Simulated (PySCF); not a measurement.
```xyz
12

F    -2.1852   -0.9520    0.7565
C    -1.9615    0.0966   -0.0919
C    -0.5082    0.3562   -0.2944
C     0.4549   -0.3453    0.2803
C     1.9062   -0.0636    0.0602
F     2.5401    0.2290    1.2091
F     2.5489   -1.1218   -0.4634
F     2.1291    0.9661   -0.7698
H    -2.4510    0.9760    0.3447
H    -2.4450   -0.1501   -1.0454
H    -0.2848    1.1782   -0.9603
H     0.2577   -1.1700    0.9484
```

Geometry: GFN2-xTB.

These are results of CAM-B3LYP/def2-SVPD, SCF density, gas phase (PySCF), not measurements.

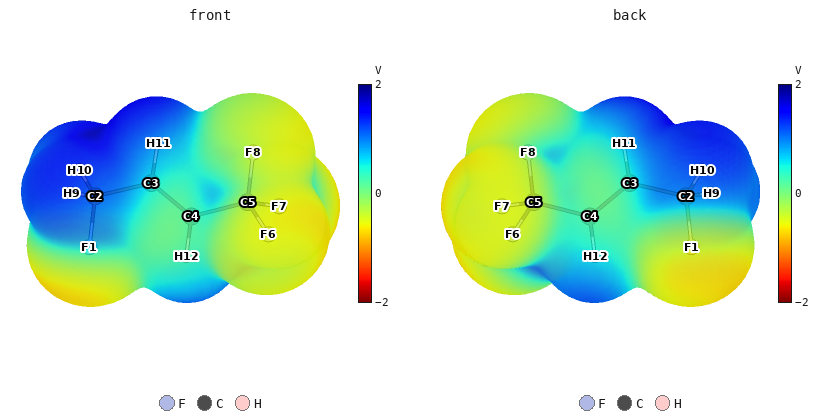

C4H4F4. The electrostatic potential painted on the density surface at 0.002 e/bohr³, seen from the front and from behind; the colour scale runs from red (negative) to blue (positive).

> Describe the electrostatic potential map.

The most negative region (about −0.7 V, or −16 kcal/mol for a unit charge) lies over F1, the most positive (about +1.7 V, or +39 kcal/mol for a unit charge) over C2.

> What dipole moment does the calculation give?

Its dipole moment is 3.01 D.
